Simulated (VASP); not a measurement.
# ZrB2: structure and properties in VASP, part 3 of 4

Wanted: the relaxed cell of ZrB2 and its properties. The start cell is built, not measured: it takes the structure of COD entry 1510711, HfB2 (space group 191 there), with some of its atoms replaced by other elements, volume scaled by an estimate.

VASP 6.6.1, plane waves and PAW; the level of theory is named at each step.

Still holding for the runs below: The k-mesh is coarse for a metal.

So far. Step 5 (Bands along the symmetry lines (BLYP + D3(BJ))): Of the bands kept, 2 cross the Fermi level on this path. Step 6 (Density of states (BLYP + D3(BJ))): The finer mesh and the other smearing move the Fermi level by +0.07 eV from the 8×8×6 run, one measure of the sampling error in the zero of the bands above. Of the states within 0.3 eV of the Fermi level, the largest shares in the PAW spheres are Zr d 52 % and B p 15 %. The relaxed cell has a = 3.124, c = 3.540 Å (conventional setting).

**7. Zone-centre phonons (BLYP + D3(BJ))**

Level of this step: BLYP with D3(BJ); plane waves and PAW (Zr_sv, B) (VASP).

Zone-centre modes test whether the atoms sit at a minimum within this cell. IBRION = 6 takes the force constants from differences of forces between displaced cells, so the forces must be tight.

INCAR reads:

```
SYSTEM = ZrB2
PREC = Accurate
ENCUT = 420
EDIFF = 1E-08
NELM = 100
ISMEAR = -1
SIGMA = 0.05
LREAL = .FALSE.
ALGO = Normal
GGA = B5
ALDAX = 1
AGGAX = 1
AGGAC = 1
ALDAC = 0
IVDW = 12
VDW_S6 = 1
VDW_S8 = 2.6996
VDW_A1 = 0.4298
VDW_A2 = 4.2359
LORBIT = 11
LWAVE = .FALSE.
LCHARG = .FALSE.
IBRION = 6
NFREE = 2
POTIM = 0.015
ISIF = 2
NSW = 1
```

POSCAR reads:

```
ZrB2
1.0
    3.1241735893      0.0000000000      0.0000000000
   -1.5620867947      2.7056144540      0.0000000000
    0.0000000000      0.0000000000      3.5397052372
Zr B
1 2
Direct
    0.0000000000      0.0000000000      0.0000000000
    0.3333333300      0.6666666700      0.5000000000
    0.6666666700      0.3333333300      0.5000000000
```

KPOINTS reads:

```
Automatic mesh
0
Gamma
8 8 6
0 0 0
```

PAW data sets: Zr_sv and B (PBE family, release 64).

Run with:

```sh
$ mpirun -np 1 vasp_std
```

The log of the run:

```text
[... set-up lines as in an earlier step ...]
 entering main loop
       N       E                     dE             d eps       ncg     rms          rms(c)
[... 11 cycles as in an earlier step ...]
DAV:  12    -0.220364849625E+02   -0.27546E-06   -0.74155E-06  1350   0.289E-02    0.250E-03
DAV:  13    -0.220364848743E+02    0.88276E-07   -0.40644E-07  1275   0.683E-03    0.199E-03
DAV:  14    -0.220364848938E+02   -0.19545E-07   -0.28070E-08   994   0.196E-03    0.485E-04
DAV:  15    -0.220364849057E+02   -0.11865E-07   -0.47213E-09   630   0.796E-04    0.415E-05
DAV:  16    -0.220364849055E+02    0.19668E-09   -0.73875E-10   625   0.264E-04
   1 F= -.24794465E+02 E0= -.24793392E+02  d E =-.214707E-02
 Found     4 degrees of freedom:
 Finite differences POTIM= 0.01500 DOF=   4
 bond charge predicted
       N       E                     dE             d eps       ncg     rms          rms(c)
DAV:   1    -0.220331927582E+02    0.32921E-02   -0.72370E-01  2189   0.103E+01    0.936E-02
DAV:   2    -0.220350021988E+02   -0.18094E-02   -0.19505E-02  2724   0.148E+00    0.431E-02
DAV:   3    -0.220350159317E+02   -0.13733E-04   -0.11588E-04  3065   0.915E-02    0.251E-02
DAV:   4    -0.220350193085E+02   -0.33768E-05   -0.86511E-06  2772   0.331E-02    0.313E-03
DAV:   5    -0.220350195171E+02   -0.20863E-06   -0.28113E-07  3275   0.522E-03    0.135E-03
DAV:   6    -0.220350195489E+02   -0.31800E-07   -0.48891E-08  2669   0.229E-03    0.280E-04
DAV:   7    -0.220350195541E+02   -0.52053E-08   -0.18672E-09  1492   0.453E-04
   2 F= -.24793005E+02 E0= -.24791931E+02  d E =-.214607E-02
[...]
3 F= -.24793005E+02 E0= -.24791932E+02  d E =-.214607E-02
[...]
4 F= -.24792741E+02 E0= -.24791667E+02  d E =-.214881E-02
[...]
5 F= -.24792741E+02 E0= -.24791667E+02  d E =-.214881E-02
[...]
6 F= -.24792779E+02 E0= -.24791747E+02  d E =-.206462E-02
[...]
7 F= -.24792779E+02 E0= -.24791747E+02  d E =-.206462E-02
[...]
8 F= -.24793324E+02 E0= -.24792246E+02  d E =-.215621E-02
 Finite differences progress:
  Degree of freedom:   4/  4
  Displacement:        1/  2
  Total:               7/  8
 bond charge predicted
       N       E                     dE             d eps       ncg     rms          rms(c)
DAV:   1    -0.220369410027E+02   -0.16011E-02   -0.74968E-01  1300   0.554E+00    0.193E-01
DAV:   2    -0.220357081527E+02    0.12328E-02   -0.66273E-03  1728   0.653E-01    0.991E-02
DAV:   3    -0.220353347921E+02    0.37336E-03   -0.11928E-03  1525   0.232E-01    0.222E-02
DAV:   4    -0.220353380329E+02   -0.32407E-05   -0.11504E-04  1625   0.954E-02    0.859E-03
DAV:   5    -0.220353396004E+02   -0.15676E-05   -0.41294E-06  1667   0.154E-02    0.388E-03
DAV:   6    -0.220353399165E+02   -0.31601E-06   -0.60731E-07  1520   0.726E-03    0.706E-04
DAV:   7    -0.220353399347E+02   -0.18209E-07   -0.27971E-08  1615   0.164E-03    0.353E-04
DAV:   8    -0.220353399342E+02    0.47453E-09   -0.37257E-09   895   0.710E-04
   9 F= -.24793324E+02 E0= -.24792246E+02  d E =-.215621E-02
 Finite differences progress:
  Degree of freedom:   4/  4
  Displacement:        2/  2
  Total:               8/  8
```

Run time: 2.8 min. Hardware: 1 MPI rank of AMD EPYC 7R43, shared host; peak memory 0.18 GiB.

Parts of OUTCAR (step 7):

```text
   NELECT =      18.0000    total number of electrons

 Edisp (eV)   -2.75798

 E-fermi :  11.4276

 k-point     1 :       0.0000    0.0000    0.0000
  band No.  band energies     occupation
    ...
      5      -1.4283      2.00000
      6       8.7176      2.00000
      7       8.7176      2.00000
      8       8.7549      2.00000
      9       8.9075      2.00000
     10      14.7769      0.00000
     11      14.7769      0.00000
     12      15.3475      0.00000
     13      15.3475      0.00000

 Edisp (eV)   -2.75798

  Total       0.01862     0.01862     0.01314    -0.00000     0.00000     0.00000
  in kB       0.99724     0.99724     0.70386    -0.00000     0.00000     0.00000
  external pressure =        0.90 kB  Pullay stress =        0.00 kB

 POSITION                                       TOTAL-FORCE (eV/Angst)
 -----------------------------------------------------------------------------------
      0.00000      0.00000      0.00000        -0.000000      0.000000     -0.114917
     -0.00000      1.80374      1.75485        -0.000000      0.000000      0.152152
      1.56209      0.90187      1.76985         0.000000     -0.000000     -0.037236
 -----------------------------------------------------------------------------------
    total drift:                               -0.000000     -0.000000     -0.000012

  FREE ENERGIE OF THE ION-ELECTRON SYSTEM (eV)
  ---------------------------------------------------
  free  energy   TOTEN  =       -24.7933243741 eV

  energy  without entropy=      -24.7911681641  energy(sigma->0) =      -24.79224627

 Eigenvectors and eigenvalues of the dynamical matrix
 ----------------------------------------------------

   1 f  =   23.066549 THz   144.931403 2PiTHz  769.417261 cm-1    95.395539 meV
             X         Y         Z           dx          dy          dz
      0.000000  0.000000  0.000000     0.000000   -0.000000    0.000000
     -0.000000  1.803743  1.769853     0.000023   -0.707107    0.000000
      1.562087  0.901871  1.769853    -0.000023    0.707107   -0.000000

   2 f  =   23.066543 THz   144.931362 2PiTHz  769.417045 cm-1    95.395513 meV
             X         Y         Z           dx          dy          dz
      0.000000  0.000000  0.000000     0.000000    0.000000   -0.000000
     -0.000000  1.803743  1.769853    -0.707107   -0.000023    0.000000
      1.562087  0.901871  1.769853     0.707107    0.000023   -0.000000

   3 f  =   16.894182 THz   106.149279 2PiTHz  563.529268 cm-1    69.868693 meV
             X         Y         Z           dx          dy          dz
      0.000000  0.000000  0.000000     0.000000    0.000000    0.000000
     -0.000000  1.803743  1.769853    -0.000000   -0.000000   -0.707107
      1.562087  0.901871  1.769853    -0.000000   -0.000000    0.707107

   4 f  =   14.638350 THz    91.975464 2PiTHz  488.282787 cm-1    60.539323 meV
             X         Y         Z           dx          dy          dz
      0.000000  0.000000  0.000000     0.000000    0.000000    0.437832
     -0.000000  1.803743  1.769853    -0.000000   -0.000000   -0.635729
      1.562087  0.901871  1.769853    -0.000000   -0.000000   -0.635729

   5 f  =   13.477809 THz    84.683569 2PiTHz  449.571305 cm-1    55.739713 meV
             X         Y         Z           dx          dy          dz
      0.000000  0.000000  0.000000     0.000014   -0.437708    0.000000
     -0.000000  1.803743  1.769853    -0.000021    0.635772   -0.000000
      1.562087  0.901871  1.769853    -0.000021    0.635772   -0.000000

   6 f  =   13.477805 THz    84.683546 2PiTHz  449.571179 cm-1    55.739697 meV
             X         Y         Z           dx          dy          dz
      0.000000  0.000000  0.000000     0.437708    0.000014    0.000000
     -0.000000  1.803743  1.769853    -0.635772   -0.000021   -0.000000
      1.562087  0.901871  1.769853    -0.635772   -0.000021    0.000000

   7 f/i=    0.000309 THz     0.001941 2PiTHz    0.010302 cm-1     0.001277 meV
             X         Y         Z           dx          dy          dz
      0.000000  0.000000  0.000000    -0.893101    0.103839    0.000000
     -0.000000  1.803743  1.769853    -0.307435    0.035745    0.000000
      1.562087  0.901871  1.769853    -0.307435    0.035745    0.000000

   8 f/i=    0.000309 THz     0.001941 2PiTHz    0.010302 cm-1     0.001277 meV
             X         Y         Z           dx          dy          dz
      0.000000  0.000000  0.000000    -0.103839   -0.893101    0.000000
     -0.000000  1.803743  1.769853    -0.035745   -0.307435    0.000000
      1.562087  0.901871  1.769853    -0.035745   -0.307435    0.000000

   9 f/i=    0.001679 THz     0.010551 2PiTHz    0.056015 cm-1     0.006945 meV
             X         Y         Z           dx          dy          dz
      0.000000  0.000000  0.000000    -0.000000   -0.000000   -0.899057
     -0.000000  1.803743  1.769853    -0.000000   -0.000000   -0.309594
      1.562087  0.901871  1.769853    -0.000000   -0.000000   -0.309594

 ELASTIC MODULI CONTR FROM IONIC RELAXATION (kBar)
 Direction    XX          YY          ZZ          XY          YZ          ZX
 --------------------------------------------------------------------------------
 XX         -53.5028     53.5028     -0.0000      0.0000     -0.0000     -0.0000
 YY          53.5028    -53.5028      0.0000      0.0000      0.0000      0.0000
 ZZ          -0.0000      0.0000     -0.0000     -0.0000     -0.0000     -0.0000
 XY           0.0000      0.0000     -0.0000    -53.5028     -0.0000     -0.0000
 YZ          -0.0000      0.0000     -0.0000     -0.0000     -0.0000     -0.0000
 ZX          -0.0000      0.0000     -0.0000     -0.0000     -0.0000     -0.0000
 --------------------------------------------------------------------------------

[... 8 parts as in an earlier step ...]

[... 9 further parts left out ...]
```

CONTCAR:

```
ZrB2
   1.00000000000000
     3.1241735893000002    0.0000000000000000    0.0000000000000000
    -1.5620867946999999    2.7056144540000000    0.0000000000000000
     0.0000000000000000    0.0000000000000000    3.5397052372000002
  Zr              B
     1     2
Direct
     0.0000000000000000    0.0000000000000000    0.0000000000000000
     0.3333333300000021    0.6666666699999978    0.4957623590116036
     0.6666666699999979    0.3333333300000021    0.5000000000000000
```

The last energy, forces, stress and levels in OUTCAR belong to the last displaced cell, not to the cell of POSCAR.

Numbers from this step:

- irreducible k-points: 40
- pressure of the cell: 0.07628 GPa
- largest force of the cell: 0 eV/Å

The modes at Γ (shares of kinetic energy by element, %):

| mode | frequency (cm⁻¹) | symmetry | Zr % | B % |
| --- | --- | --- | --- | --- |
| 1 | -0.1 | acoustic | 81 | 19 |
| 2 | 0.0 | acoustic | 81 | 19 |
| 3 | 0.0 | acoustic | 81 | 19 |
| 4 | 449.6 | E1u | 19 | 81 |
| 5 | 449.6 | E1u | 19 | 81 |
| 6 | 488.3 | A2u | 19 | 81 |
| 7 | 563.5 | Bg | 0 | 100 |
| 8 | 769.4 | E2g | 0 | 100 |
| 9 | 769.4 | E2g | 0 | 100 |

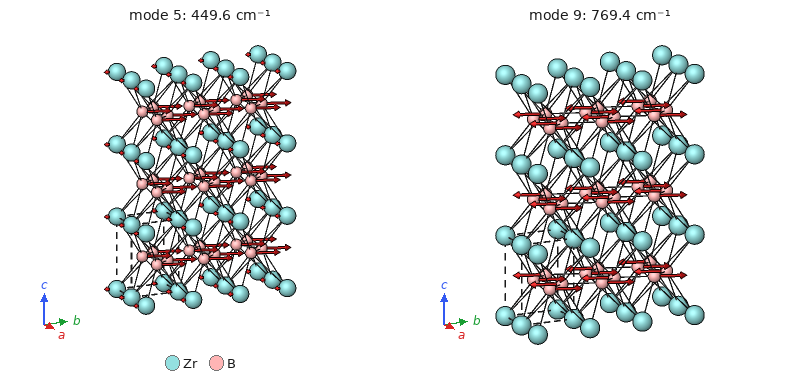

Displacement patterns of modes 5 and 9 at Γ; arrows are exaggerated. 2×3×3 cells are drawn. Some periodic images of atoms are drawn too.

The three acoustic modes lie within 0.1 cm⁻¹ of zero, and all others are real. By the characters of their eigenvectors the optical modes sort into (cm⁻¹) Raman active: E2g 769; infrared active: E1u 450, A2u 488; silent: Bg 564. B labels carry no number here, since it depends on the setting of the axes. With a centre of inversion no mode is active in both.

**8. Bands along the symmetry lines (r2SCAN)**

This step: r2SCAN; plane waves and PAW (Zr_sv, B) (VASP 6.6.1).

The mesh alone shows little of the dispersion and can miss band extrema, so KPOINTS_OPT adds a path through the symmetry points after the self-consistent cycle. r2SCAN adds the kinetic-energy density, costs more than a GGA and is run with LASPH.

INCAR reads:

```
SYSTEM = ZrB2
PREC = Accurate
ENCUT = 420
EDIFF = 1E-06
NELM = 100
ISMEAR = -1
SIGMA = 0.05
LREAL = .FALSE.
ALGO = Normal
METAGGA = R2SCAN
LASPH = .TRUE.
LORBIT = 11
LWAVE = .FALSE.
LCHARG = .FALSE.
```

POSCAR is that of step 7.

KPOINTS is that of step 7.

KPOINTS_OPT reads:

```
Line mode
16
Line-mode
Reciprocal
  0.00000000   0.00000000   0.00000000 GAMMA
  0.50000000   0.00000000   0.00000000 M

  0.50000000   0.00000000   0.00000000 M
  0.33333333   0.33333333   0.00000000 K

  0.33333333   0.33333333   0.00000000 K
  0.00000000   0.00000000   0.00000000 GAMMA

  0.00000000   0.00000000   0.00000000 GAMMA
  0.00000000   0.00000000   0.50000000 A

  0.00000000   0.00000000   0.50000000 A
  0.50000000   0.00000000   0.50000000 L

  0.50000000   0.00000000   0.50000000 L
  0.33333333   0.33333333   0.50000000 H

  0.33333333   0.33333333   0.50000000 H
  0.00000000   0.00000000   0.50000000 A

  0.50000000   0.00000000   0.50000000 L
  0.50000000   0.00000000   0.00000000 M

  0.33333333   0.33333333   0.00000000 K
  0.33333333   0.33333333   0.50000000 H
```

Run with:

```sh
$ mpirun -np 1 vasp_std
```

The log of the run:

```text
[banner, memory and clock lines left out]
running    1 mpi-ranks, on    1 nodes
 distrk:  each k-point on    1 cores,    1 groups
 distr:  one band on    1 cores,    1 groups

 POSCAR found type information on POSCAR ZrB
 POSCAR found :  2 types and       3 ions
 [... a notice as in an earlier step ...]

 LDA part: xc-table for (None), standard interpolation
 POSCAR, INCAR and KPOINTS ok, starting setup
 FFT: planning ... GRIDC
 FFT: planning ... GRID_SOFT
 FFT: planning ... GRID
 WAVECAR not read
 entering main loop
       N       E                     dE             d eps       ncg     rms          rms(c)
DAV:   1     0.793792222302E+02    0.79379E+02   -0.90079E+03  1040   0.121E+03
DAV:   2    -0.445899300097E+02   -0.12397E+03   -0.11968E+03  1230   0.322E+02
DAV:   3    -0.494390807454E+02   -0.48492E+01   -0.48036E+01  1684   0.566E+01
DAV:   4    -0.495433386411E+02   -0.10426E+00   -0.10421E+00  1301   0.806E+00
DAV:   5    -0.495477108582E+02   -0.43722E-02   -0.43721E-02  1605   0.109E+00    0.245E+01
DAV:   6    -0.406520915012E+02    0.88956E+01   -0.78243E+00  1416   0.248E+01    0.800E+00
DAV:   7    -0.405873749668E+02    0.64717E-01   -0.87400E-01  1315   0.765E+00    0.201E+00
DAV:   8    -0.406036253752E+02   -0.16250E-01   -0.72951E-02  1500   0.216E+00    0.999E-01
DAV:   9    -0.406080755911E+02   -0.44502E-02   -0.58085E-03  1344   0.862E-01    0.141E-01
DAV:  10    -0.406085491694E+02   -0.47358E-03   -0.55333E-04  1552   0.246E-01    0.500E-02
DAV:  11    -0.406085876179E+02   -0.38449E-04   -0.61553E-05  1175   0.848E-02    0.146E-02
DAV:  12    -0.406085883196E+02   -0.70168E-06   -0.22872E-06  1182   0.150E-02
   1 F= -.40608588E+02 E0= -.40607546E+02  d E =-.208467E-02
 Start KPOINTS_OPT (optional k-point list driver)
k-point batch [1-40\144]
       N       E                     dE             ncg
DAV:   1     0.776512219638E+02   -0.19640E+05     1040
DAV:   2    -0.485881841903E+04   -0.49365E+04     1260
DAV:   3    -0.504478357030E+04   -0.18597E+03     1692
DAV:   4    -0.504798671985E+04   -0.32031E+01     1228
DAV:   5    -0.504804874608E+04   -0.62026E-01     1595
DAV:   6    -0.504804941312E+04   -0.66705E-03     1273
DAV:   7    -0.504804941723E+04   -0.41089E-05     1117
DAV:   8    -0.504804941747E+04   -0.23894E-06      900
[...]
k-point batch [121-144\144]
       N       E                     dE             ncg
DAV:   1     0.936518639954E+04   -0.16491E+05      624
DAV:   2     0.653880562249E+04   -0.28264E+04      744
DAV:   3     0.644630631209E+04   -0.92499E+02     1051
DAV:   4     0.644535108662E+04   -0.95523E+00      750
DAV:   5     0.644533040850E+04   -0.20678E-01      977
DAV:   6     0.644533028765E+04   -0.12085E-03      780
DAV:   7     0.644533028659E+04   -0.10584E-05      665
DAV:   8     0.644533028644E+04   -0.15208E-06      587
```

It took 2.9 min on 1 MPI rank; peak memory 0.12 GiB.

Parts of OUTCAR (step 8):

```text
   NELECT =      18.0000    total number of electrons

 E-fermi :  11.0349

 k-point     1 :       0.0000    0.0000    0.0000
  band No.  band energies     occupation
    ...
      5      -2.8478      2.00000
      6       8.1599      2.00000
      7       8.2135      2.00000
      8       8.2241      2.00000
      9       8.2241      2.00000
     10      14.7018      0.00000
     11      14.7018      0.00000
     12      15.3844      0.00000
     13      15.3844      0.00000

  Total        1.8214151      1.8214162      0.9429982     -0.0000000      0.0000000      0.0000000
  in kB       97.5329500     97.5330047     50.4955701     -0.0000000      0.0000000      0.0000000
  external PRESSURE =      81.8538416 kB  Pullay stress =       0.0000000 kB

 POSITION                                       TOTAL-FORCE (eV/Angst)
 -----------------------------------------------------------------------------------
      0.00000      0.00000      0.00000         0.000000      0.000000      0.000000
     -0.00000      1.80374      1.76985         0.000000      0.000000      0.000000
      1.56209      0.90187      1.76985        -0.000000     -0.000000     -0.000000
 -----------------------------------------------------------------------------------
    total drift:                                0.000000     -0.000000     -0.000000

  FREE ENERGIE OF THE ION-ELECTRON SYSTEM (eV)
  ---------------------------------------------------
  free  energy   TOTEN  =       -40.6085883196 eV

  energy  without entropy=      -40.6065036539  energy(sigma->0) =      -40.60754599

[... 8 parts as in an earlier step ...]

[... 9 further parts left out ...]
```

At this level the cell is under a pressure of 8.2 GPa, so at these settings it is away from equilibrium.

This step gave:

```yaml
scf_cycles: 12
free_energy_toten: -40.61 eV
energy_at_zero_smearing: -40.61 eV
fermi_energy: 11.03 eV
pressure: 8.185 GPa
```

Electronic bands along the path, in eV, zero at the Fermi level; # counts the bands kept, so #1 is VASP's band 5:

| point | #2 | #3 | #4 | #5 | #6 | #7 |
| --- | --- | --- | --- | --- | --- | --- |
| Γ | -2.88 | -2.82 | -2.81 | -2.81 | 3.67 | 3.67 |
| M | -9.34 | -4.44 | -3.39 | -2.95 | 2.20 | 2.42 |
| K | -8.52 | -7.49 | -2.86 | -2.86 | 1.54 | 1.54 |
| Γ | -2.88 | -2.82 | -2.81 | -2.81 | 3.67 | 3.67 |
| A | -7.59 | -1.08 | -1.08 | 0.44 | 0.44 | 0.79 |
| L | -7.73 | -5.01 | -4.56 | -2.26 | 3.84 | 4.34 |
| H | -9.58 | -5.47 | -2.98 | -2.98 | 4.26 | 6.37 |
| A | -7.59 | -1.08 | -1.08 | 0.44 | 0.44 | 0.79 |
| jump to L | -7.73 | -5.01 | -4.56 | -2.26 | 3.84 | 4.34 |
| M | -9.34 | -4.44 | -3.39 | -2.95 | 2.20 | 2.42 |
| jump to K | -8.52 | -7.49 | -2.86 | -2.86 | 1.54 | 1.54 |
| H | -9.58 | -5.47 | -2.98 | -2.98 | 4.26 | 6.37 |

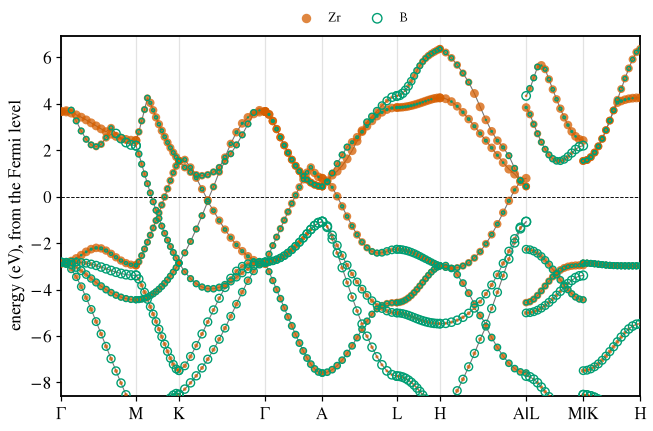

Electronic bands along the path; dots are coloured as in the legend, and their area grows with the weight.

There is no gap at this level.

[end of part 3 of 4]

[Lines on the potential files, build, host, timing and source positions are cut from VASP's logs without a mark.]

[Logs are printed without paths, hosts, clocks, repeated set-up lines and the standing remarks that a program may print on its own settings, such as how far it seeks lower states.]

[Hosts, paths, dates, database ids (printed as entryN), source tags and the programs' standing remarks are cut or masked in the printed files.]

[A measured line is paired with the nearest computed mode of its activity, which favours agreement.]

[In band tables of VASP the shares of atoms and orbitals are scaled to a sum of 1 inside the atoms' spheres.]
